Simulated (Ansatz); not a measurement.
## Ligand exchange: AlH(CH3)(SH) + C4H10S → AlH(SH)2 + C5H12

Species: AlH(CH3)(SH), singlet; C4H10S (2-methyl-2-propanethiol) `CC(C)(C)S`, singlet; AlH(SH)2, singlet; C5H12 (neopentane) `CC(C)(C)C`, singlet. The partners trade CH3 for SH: Al–CH3 and C–SH bonds give way to Al–SH and C–CH3.

Shapes, held fixed at every level: PBE0-D4/def2-TZVP. Flexible molecules stand in one conformer, not always the lowest. Programs: Ansatz 0.2.0. Electronic energies: no zero-point or thermal term.

```
               level                   kind  ΔE (kJ/mol)  less CCSD(T)/CBS estimate
         HF/def2-SVP           Hartree–Fock       -131.4                      -13.0
r2SCAN-D4/def2-TZVPP               meta-GGA       -118.4                        0.0
 B3LYP-D4/def2-TZVPP          global hybrid       -114.8                       +3.6
 BHLYP-D4/def2-TZVPP          global hybrid       -120.7                       -2.3
        MP2/def2-SVP    perturbation theory       -124.7                       -6.3
  CCSD(T)/def2-TZVPP  coupled cluster or CI       -120.0                       -1.6
CCSD(T)/CBS estimate  coupled cluster or CI       -118.4                        0.0
```

The highest level, CCSD(T)/CBS estimate, gives ΔE = -118.4 kJ/mol; the levels span -131.4 to -114.8. The column of differences is taken from that level and isn't an error. No measured value is set beside it here. The CBS estimate extrapolates MP2 from def2-TZVPP and def2-QZVPP and adds CCSD(T) − MP2 in the triple-zeta set, cores frozen.

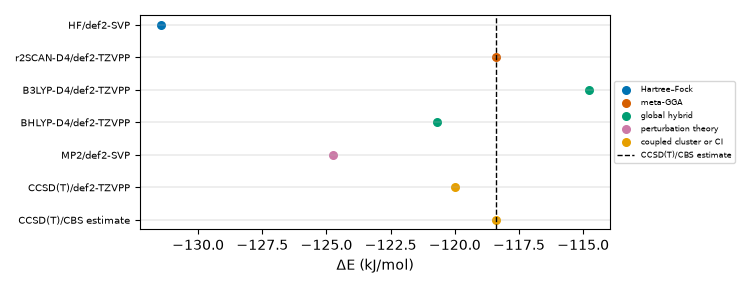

The values of the table, level by level.
